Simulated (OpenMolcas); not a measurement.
# One shape, several levels: CH7AlSi (SMILES [CH3][AlH][SiH3])

Wanted: a comparison of 6 runs (B2PLYP/cc-pVDZ, PBE0/cc-pVDZ, SVWN5/cc-pVDZ, TPSS/cc-pVDZ, r2SCAN/cc-pVDZ, revPBE/cc-pVDZ) of CH7AlSi. 

Program for the calculation: OpenMolcas 26.06.

1 further run of the same task is left out (set aside as unsound or not needed).

### Step 1. The molecule

The species is CH7AlSi (10 atoms), meant as a singlet with charge 0. As SMILES, `[CH3][AlH][SiH3]`. The Si3–H9 distance was set to 1.942 Å, away from the relaxed value.

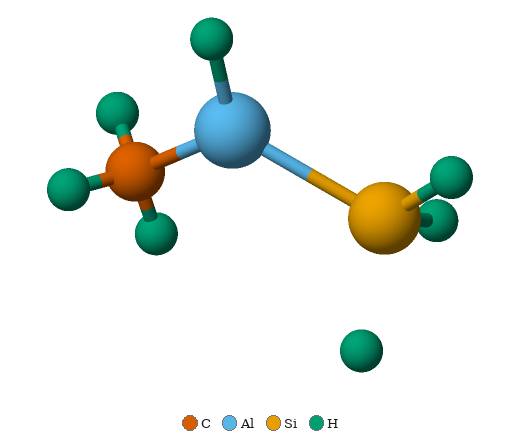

The structure, seen from a chosen angle (carbon orange, aluminium blue, silicon amber, hydrogen teal).

### Step 2. The energy at B2PLYP/cc-pVDZ (run 1)

File run.inp:

```
&GATEWAY
  BasLib
  $CurrDir
  BasisSet
  C.cc-pVDZ....
  C1 -1.379947 0.753499 -1.183350 angstrom
  End of Basis
  BasisSet
  Al.cc-pVDZ....
  Al2 0.457553 0.095799 -1.111850 angstrom
  End of Basis
  BasisSet
  Si.cc-pVDZ....
  Si3 1.210153 -1.321001 0.754450 angstrom
  End of Basis
  BasisSet
  H.cc-pVDZ....
  H4 -1.860747 0.445599 -2.118450 angstrom
  H5 -2.002147 0.410399 -0.354350 angstrom
  H6 -1.389547 1.849299 -1.181350 angstrom
  H7 1.465353 0.495499 -2.278650 angstrom
  H8 0.383353 -2.561301 0.850050 angstrom
  H9 1.000200 -0.395000 2.448500 angstrom
  H10 2.635053 -1.747301 0.659450 angstrom
  End of Basis

&SEWARD
  GridInput
  Grid=UltraFine
  End of Grid

&SCF
  KSDFT
  B2PLYP_SCF
  Thresholds
  1e-10 1e-07 1e-07 1e-05
  PrOrbitals
  1 2

&MBPT2
  Frozen
  11
```

The basis set cc-pVDZ is read from a file made from the Basis Set Exchange's data (not shown).

Run with:

```bash
$ export MOLCAS_MEM=1860
$ pymolcas run.inp > run.log
```

The log of the run:

```text
--- Start Module: gateway ---
[...]
--- Stop Module: gateway /rc=_RC_ALL_IS_WELL_ ---
[...]
      Basis functions           85
[...]
--- Start Module: scf ---
[...]
       Convergence after  12 Iterations
[...]
::    Total KS-DFT energy                            -573.7627810961
[...]
      Total spin, S                                     0.0000000000
[...]
      Total electronic charge=   40.000000
      Total            charge=   -0.000000
[...]
      Dipole Moment (debye):
      Origin of the operator (angstrom)=    0.4037   -0.3627   -0.3389
                   X= -7.7723E-01               Y=  2.6988E-01               Z= -1.2599E+00           Total=  1.5047E+00
      Quadrupole Moment (debye*angstrom):
[...]
--- Stop Module: scf /rc=_RC_ALL_IS_WELL_ ---
[...]
--- Start Module: mbpt2 ---
[...]
 ###    WARNING: MP2 implementation intended for RHF references only         ###
 ###############################################################################
MBPT2 WARNING: Reference function according to RunFile:KS-DFT
I'll assume you know what you're doing and continue
WARNING!
Default frozen orbitals as non valence orbitals is overwritten by user input.
Default values:   5
[...]
       Reference weight ( Cref**2 )         =        0.81480
::    Total MBPT2 energy                             -574.1613556399
[...]
      Total MBPT2 calculations                           0.31      0.35
--- Stop Module: mbpt2 /rc=_RC_ALL_IS_WELL_ ---
[...]
```

It took 34 s on 1 thread of AMD EPYC 7R43 (Zen 3), shared host; peak memory 0.46 GiB.

### Step 3. The energy at PBE0/cc-pVDZ (run 2)

File calc.inp:

```
&GATEWAY
 BasLib=$CurrDir
 Coord
 10
 angstrom
 C       -1.379947       0.753499      -1.183350
 Al       0.457553       0.095799      -1.111850
 Si       1.210153      -1.321001       0.754450
 H       -1.860747       0.445599      -2.118450
 H       -2.002147       0.410399      -0.354350
 H       -1.389547       1.849299      -1.181350
 H        1.465353       0.495499      -2.278650
 H        0.383353      -2.561301       0.850050
 H        1.000200      -0.395000       2.448500
 H        2.635053      -1.747301       0.659450
 Basis=cc-pVDZ
 Group=NoSym

&SEWARD
 GridInput
 Grid=UltraFine
 End of Grid

&SCF
 KSDFT=PBE0
 Thresholds=1e-10 1e-07 1e-07 1e-05
 PrOrbitals=1 2
```

The basis set cc-pVDZ is read from a file made from the Basis Set Exchange's data (not shown).

Run with:

```bash
$ export MOLCAS_MEM=1860
$ pymolcas calc.inp > calc.log
```

The log of the run:

```text
--- Start Module: gateway ---
[...]
--- Stop Module: gateway /rc=_RC_ALL_IS_WELL_ ---
--- Start Module: seward ---
[...]
      Basis functions           85
--- Stop Module: seward /rc=_RC_ALL_IS_WELL_ ---
[...]
--- Start Module: scf ---
[...]
       Convergence after  12 Iterations
[...]
::    Total KS-DFT energy                            -573.8890887031
[...]
      Total spin, S                                     0.0000000000
[...]
      Total electronic charge=   40.000000
      Total            charge=   -0.000000
[...]
      Dipole Moment (debye):
      Origin of the operator (angstrom)=    0.4037   -0.3627   -0.3389
                   X= -8.4657E-01               Y=  3.1727E-01               Z= -1.1175E+00           Total=  1.4374E+00
      Quadrupole Moment (debye*angstrom):
[...]
--- Stop Module: scf /rc=_RC_ALL_IS_WELL_ ---
[...]
```

Wall time 29 s (1 thread of AMD EPYC 7R43 (Zen 3), shared host); peak memory 0.47 GiB.

Runs 3 to 5 aren't shown in full; the table further down has their settings and results.

### Step 4. A single-point energy at revPBE/cc-pVDZ (run 6)

File mol.inp:

```
>>> EXPORT MOLCAS_PRINT=2
&gateway
baslib
$CurrDir
coord
10
angstrom
C       -1.379947       0.753499      -1.183350
Al       0.457553       0.095799      -1.111850
Si       1.210153      -1.321001       0.754450
H       -1.860747       0.445599      -2.118450
H       -2.002147       0.410399      -0.354350
H       -1.389547       1.849299      -1.181350
H        1.465353       0.495499      -2.278650
H        0.383353      -2.561301       0.850050
H        1.000200      -0.395000       2.448500
H        2.635053      -1.747301       0.659450
basis
cc-pVDZ
group
NoSym
&seward
gridinput
Grid=UltraFine
End of Grid
&scf
ksdft
revPBE
thresholds
1e-10 1e-07 1e-07 1e-05
prorbitals
1 1
```

The basis set cc-pVDZ is read from a file made from the Basis Set Exchange's data (not shown).

Run with:

```bash
$ export MOLCAS_MEM=1860
$ pymolcas mol.inp > mol.log
```

The log of the run:

```text
--- Start Module: gateway ---
[...]
--- Stop Module: gateway /rc=_RC_ALL_IS_WELL_ ---
--- Start Module: seward ---
[...]
      Basis functions           85
--- Stop Module: seward /rc=_RC_ALL_IS_WELL_ ---
[...]
--- Start Module: scf ---
[...]
       Convergence after  14 Iterations
[...]
::    Total KS-DFT energy                            -574.0570172182
[...]
      Total spin, S                                     0.0000000000
[...]
      Total electronic charge=   40.000000
      Total            charge=   -0.000000
[...]
      Dipole Moment (debye):
      Origin of the operator (angstrom)=    0.4037   -0.3627   -0.3389
                   X= -8.8296E-01               Y=  3.1715E-01               Z= -1.0628E+00           Total=  1.4177E+00
      Quadrupole Moment (debye*angstrom):
[...]
--- Stop Module: scf /rc=_RC_ALL_IS_WELL_ ---
[...]
```

Run time: 32 s. Hardware: 1 thread of AMD EPYC 7R43 (Zen 3), shared host; peak memory 0.47 GiB.

### Step 5. The series

```csv
run,level,frozen core orbitals,energy (Eh),dipole moment (D),HOMO energy (eV),LUMO energy (eV),wall time
1,B2PLYP/cc-pVDZ,11,-573.870396,1.50,-8.27,-0.84,34 s
2,PBE0/cc-pVDZ,–,-573.889089,1.44,-7.37,-1.91,29 s
3,SVWN5/cc-pVDZ,–,-571.532323,1.36,-6.32,-2.79,23 s
4,TPSS/cc-pVDZ,–,-574.244773,1.46,-6.47,-2.51,44 s
5,r2SCAN/cc-pVDZ,–,-574.095041,1.43,-6.56,-2.44,41 s
6,revPBE/cc-pVDZ,–,-574.057017,1.42,-6.26,-2.55,32 s
```

### Step 6. Outcome

| quantity | value |
| --- | --- |
| run 6: total energy | -574.05702 Eh |
| run 6: dipole moment | 1.42 D |
| run 6: HOMO energy | -6.26 eV |
| run 6: LUMO energy | -2.55 eV |
| run 6: HOMO–LUMO gap | 3.71 eV |

**Reading.** The dipole moment (its size) runs from 1.36 D (SVWN5/cc-pVDZ) to 1.50 D (B2PLYP/cc-pVDZ). A double hybrid's value is that of its SCF part. The HOMO–LUMO gap runs from 3.53 eV (SVWN5/cc-pVDZ) to 7.43 eV (B2PLYP/cc-pVDZ). For B2PLYP the log adds the whole second-order term; the table takes 0.27 of it, as the functional is defined. Totals of different functionals can't be ranked against each other. All runs together took 3.4 min, the longest 44 s.
